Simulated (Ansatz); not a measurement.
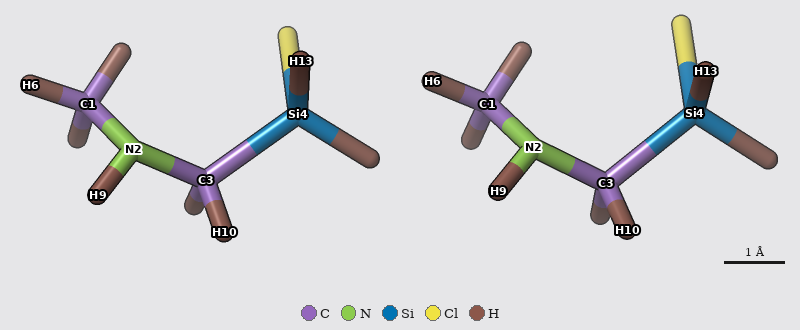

Two geometries of C2H8ClNSi, drawn at one scale. One is the start of a relaxation, the other its converged end. Style: stick. Shown at a tilt.

Method: Ansatz 0.2.0, RKS PBE-D4/def2-SVP. Settings: no spin polarisation; force threshold 0.015 eV/Å; at most 40 steps.

Which of the two is the end point?

The right one is the relaxed one. The run prepares an end point of a later path (torsion) calculation, from a guessed geometry. Over 12 accepted moves (13 points after the start) the energy falls by 0.363 eV. The largest force component goes from 2.6 to 0.011 eV/Å. The line search rejected the trial step at point 7 of the run. The Cl atom moves most after the best rigid fit: 0.26 Å. By element the largest moves are Cl 0.26 Å, H 0.22 Å, C 0.12 Å, Si 0.07 Å, N 0.05 Å. Near-neighbour distances that change, for instance: H–Si 1.430 → 1.505 Å, C–H 1.066 → 1.125 Å, C–N 1.409 → 1.455 Å, C–H 1.069 → 1.109 Å. Bond angles that change, for instance: N–C–H 116.5° → 109.7°, C–Si–Cl 106.3° → 112.5°, N–C–H 104.5° → 109.0°.
